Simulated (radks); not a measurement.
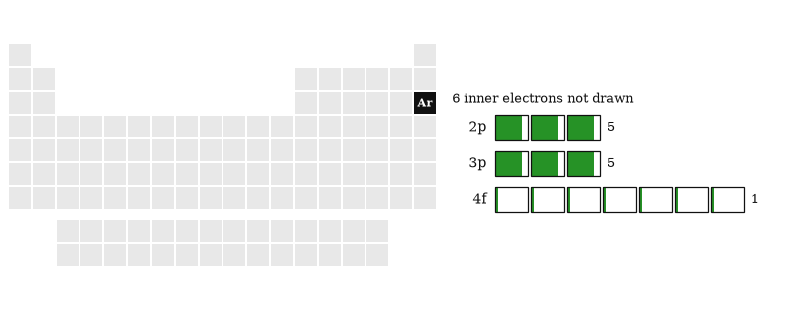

Figure 1. Left, the place of argon in the periodic table; right, the outer shells as the input fills them: a box for each of the 2l + 1 orbitals, shaded by the share of the shell that is filled, with the electron count at the right.

# Atomic calculation, with input and output: Ar⁺

- system: the Ar⁺ ion in the configuration [He] 2s2 2p5 3s2 3p5 4f1 (high spin).
- method: scalar-relativistic Kohn-Sham, OLYP, spin-polarised, spherical densities, point nucleus (the in-house radial solver radks)

**The input**
```
Z 18
configuration [He] 2s2 2p5 3s2 3p5 4f1
relativity scalar-relativistic
functional optx,lyp
spin polarised
nucleus point
c 137.035999084
```

Energies in input and log are in hartree, lengths in bohr.

Hardware: 1 CPU thread, shared host.

**Output**
```
1s      1   1.0000        -117.27941337
2s      1   1.0000         -12.91777345
2p      1   3.0000         -10.56240910
3s      1   1.0000          -1.90290261
3p      1   3.0000          -1.32315653
4f      1   1.0000          -0.09129301
1s      2   1.0000        -117.18266473
2s      2   1.0000         -12.74139746
2p      2   2.0000         -10.34633578
3s      2   1.0000          -1.83781406
3p      2   2.0000          -1.26080909
4f      2   0.0000          -0.05604596
Etot -519.2976057701104
Ekin 522.1391388561115
Encl -1217.4086574749604
Eh 205.17298108389238
Exc -29.201068235153862
err 2.36963486561287e-09
it 24
```

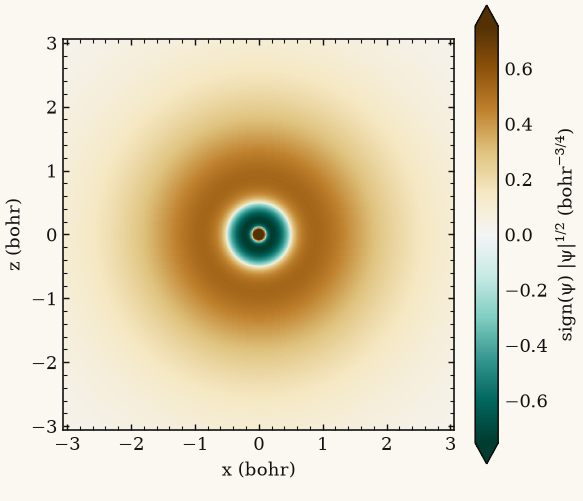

Figure 2. The 3s orbital of down spin. In the xz plane through the nucleus, the colour gives the signed square root of ψ. The radial function comes from the spherical calculation and is multiplied by a real spherical harmonic; the overall sign is chosen so that the largest lobe of P(r) is positive; at the scalar-relativistic level it is the large component. It has no angular node and 2 radial nodes, at r = 0.113 and 0.502 bohr. The outermost maximum of P² lies at 1.11 bohr, ⟨r⟩ = 1.28 bohr, 90 % of the charge lies within 1.90 bohr, and the eigenvalue is −50.0 eV, with 1 electron in the shell for this spin.

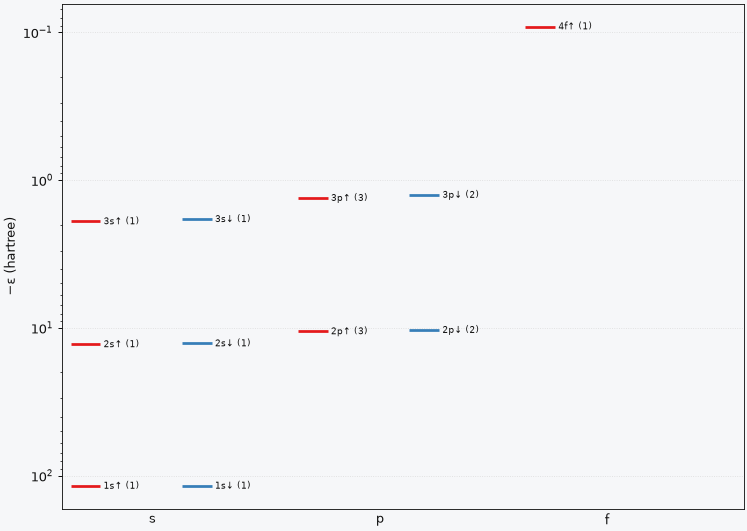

Figure 3. All occupied levels, on a logarithmic scale of binding energy, are drawn by angular momentum (occupations in brackets, up spins at the left of each column and down spins at the right). The highest occupied level is 4f up at −0.0913 hartree. The highest 3 occupied levels, from the top down, are 4f up (−0.0913 hartree), 3p down (−1.26 hartree), 3p up (−1.32 hartree). The largest exchange splitting (down less up) among the shells drawn in both spins is that of 2p, 0.216 hartree. The open 2p shell lies under a filled one.

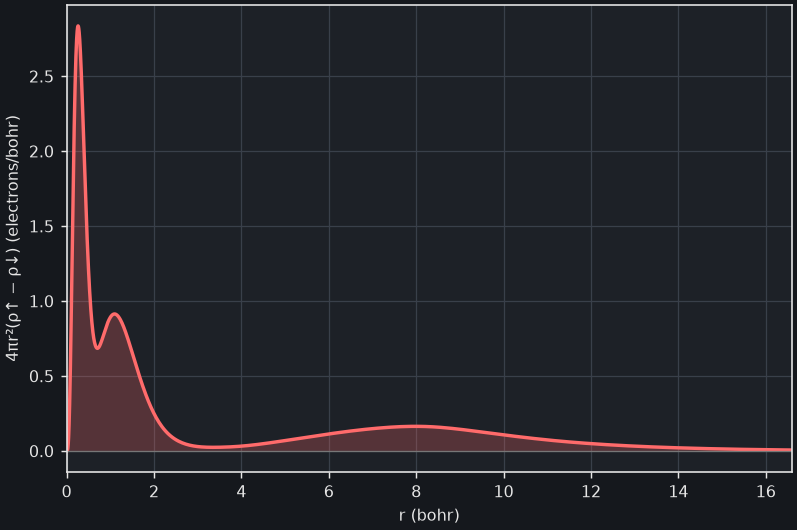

Figure 4. The radial spin density. The curve integrates to 3 unpaired electrons, held by 2p (+1), 3p (+1) and 4f (+1). Its largest value, 2.84 electrons/bohr, lies near r = 0.26 bohr. Regions of the opposite sign are negligible.

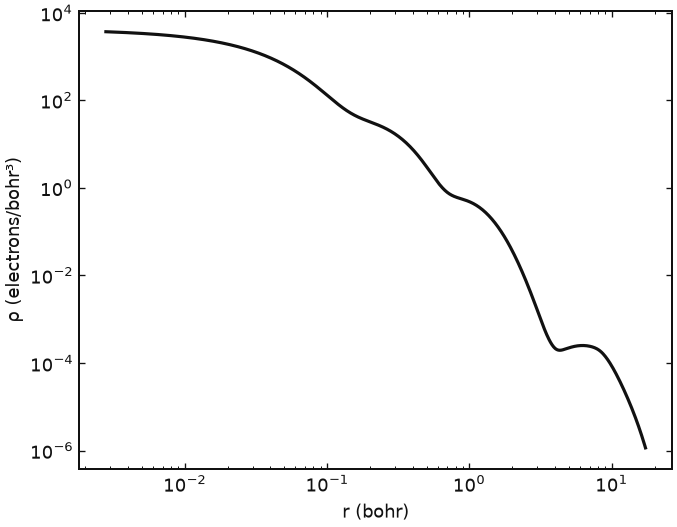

Figure 5. The electron density ρ(r) on a logarithmic scale. The density falls from 3700 electrons/bohr³ at the inner end (r = 0.0028 bohr) to 0.001 at r = 3.17 bohr, a common measure of the size of an atom or ion. The highest occupied orbital, 4f up (⟨r⟩ = 8.55 bohr, −2.48 eV), is also the most diffuse and sets the fall-off far out: over the last part drawn ln ρ falls by 0.61 per bohr, against 2√(−2ε) = 0.85 for the pure exponential. The steps in the slope mark the shells; the radial density has its minima at 0.14, 0.73 and 4.0 bohr.

**Key numbers**

| quantity | value |
| --- | --- |
| outcome | converged |
| total energy | −519.297606 hartree |
| kinetic energy | 522.139139 hartree |
| electron–nucleus energy | −1217.4087 hartree |
| Hartree energy | 205.172981 hartree |
| exchange–correlation energy | −29.201068 hartree |
| radius at density 0.001 e/bohr³ | 3.17 bohr |
| SCF iterations | 24 |
